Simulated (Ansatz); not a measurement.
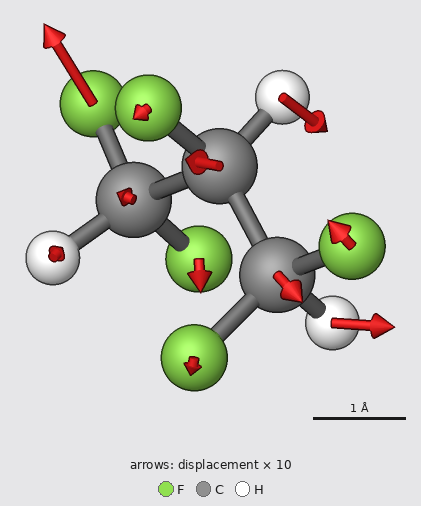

This is a relaxation of C3H3F5 (coarse preliminary run). The starting structure is drawn; red arrows show the displacements, magnified 10 times. The two geometries are superimposed by the best rigid fit.

The picture is a ball-and-stick view, seen from a free direction.

The start comes from a force field.

Theory: RKS PBE-D4/def2-SVP (Ansatz).

The input:
```yaml
crystal:
  periodic: [false, false, false]
  atoms:
    - {symbol: F, position_ang: [-2.347900, -0.296300, -0.024700]}
    - {symbol: C, position_ang: [-1.122300, -0.434400, 0.390500]}
    - {symbol: F, position_ang: [-0.876900, -1.747400, 0.189500]}
    - {symbol: C, position_ang: [-0.108200, 0.420900, -0.440900]}
    - {symbol: F, position_ang: [-0.405800, 1.723500, -0.186100]}
    - {symbol: C, position_ang: [1.240800, 0.064400, -0.086800]}
    - {symbol: F, position_ang: [1.509400, 0.298300, 1.230900]}
    - {symbol: F, position_ang: [2.147000, 0.830600, -0.802600]}
    - {symbol: H, position_ang: [-1.073700, -0.182400, 1.501300]}
    - {symbol: H, position_ang: [-0.358400, 0.266700, -1.483300]}
    - {symbol: H, position_ang: [1.461200, -1.000900, -0.267200]}
basis:
  gaussian: {orbitals: def2-SVP}
hamiltonian: {xc: pbe, dispersion: d4}
relax: {f_tol: 0.03, max_steps: 200}
```

Launched with:
```bash
ansatz run in.yaml --threads 4 --pin off --events-out ev --progress --plain --max-ram 11315MiB
```

### Describe the change and its energy.

The atom that moves furthest after the best rigid fit is F1 (0.11 Å). Largest moves by element: F 0.11 Å, H 0.08 Å, C 0.06 Å. Among the contacts that change: C4–C6 1.440 → 1.528 Å, F1–C2 1.301 → 1.358 Å, C2–C4 1.566 → 1.529 Å, C4–H10 1.083 → 1.114 Å. Among the angles between lasting bonds that change: C6–C4–H10 114.7° → 108.8°, F1–C2–F3 103.1° → 108.6°, F5–C4–H10 105.4° → 109.6°. After 6 geometry steps the energy has fallen by 0.367 eV. The largest force component goes from 3.3 to 0.0054 eV/Å. The run took 4.4 s on 4 threads of AMD EPYC 9R45 96-Core, on a shared host.
